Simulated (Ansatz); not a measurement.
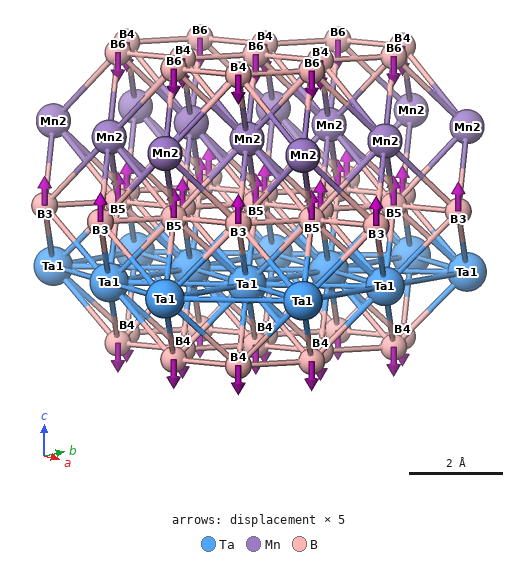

A relaxation of solid TaMnB₄ (a generated structure, set up in P6/mmm) (coarse preliminary run). The starting structure is drawn; purple arrows show the displacements (the part carried along by the change of the cell is left out), magnified 5 times.

Style: ball-and-stick. Shown: the atoms within 5.0 Å of the atom that moves most (axes of the cell of the calculation), slightly off an axis.

All numbers below come from Ansatz 0.2.0, DFT PBE, scalar-relativistic, plane waves, PAW.

The input:
```yaml
crystal:
  lattice:
    - [3.01093742, 0.0, 0.0]
    - [-1.50546871, 2.6075483, 0.0]
    - [0.0, 0.0, 6.36141933]
  atoms:
    - { symbol: Ta, position: [0.0, 0.0, 0.5] }
    - { symbol: Mn, position: [0.0, 0.0, 0.0], spin: 4.0 }
    - { symbol: B, position: [0.33333333, 0.66666667, 0.74380201] }
    - { symbol: B, position: [0.33333333, 0.66666667, 0.25619799] }
    - { symbol: B, position: [0.66666667, 0.33333333, 0.74380201] }
    - { symbol: B, position: [0.66666667, 0.33333333, 0.25619799] }
basis:
  ecutwfc: 420
kpoints:
  mp_grid: { grid: [6, 6, 4] }
hamiltonian:
  xc: pbe
scf:
  occupations: { method: gaussian, width: 0.1 }
  lower_state_search: "off"
output:
  forces: true
  stress: true
  eigenvalues: true
  populations: true
magnetization:
  spin_polarized: true
relax:
  adjacent_minimum: "off"
  f_tol: 0.04
  max_steps: 70
  cell: { stress_tol: 0.4 }
```

Launched with:
```bash
ansatz run input.yaml --threads 1 --pin off --max-ram 2560MiB --backend cpu --events-out ev --progress --plain --runs-dir out
```

Describe the change and its energy.

The largest moves relative to the cell, 0.13 Å, are those of B3, B4, B5 and B6. B5 goes along +c. Ta and Mn stay in place. The volume changes by +2.0 %, with a = b 3.011 → 3.045 Å (+1.1 %), c 6.361 → 6.344 Å (−0.3 %). Some distances before and after: Ta1–B3 2.330 → 2.431 Å, Mn2–B3 2.383 → 2.307 Å, Ta1–Ta1 3.011 → 3.045 Å, B3–B5 1.738 → 1.758 Å. The space group stays P6/mmm (No. 191). The energy falls by 77.4 meV per atom in 3 accepted moves (4 points after the start). The largest force component goes from 1.6 to 0.0035 eV/Å. The pressure goes from 14.14 to 0.07 GPa. The SCF was repeated once at an unchanged geometry on a basis and grid sized afresh for the cell, which shifted the energy by 0.3 meV per atom at most. Cost: 11 s on 1 thread of Intel(R) Xeon(R) 6975P-C (Granite Rapids), with other jobs on the host, peak memory 0.43 GiB.
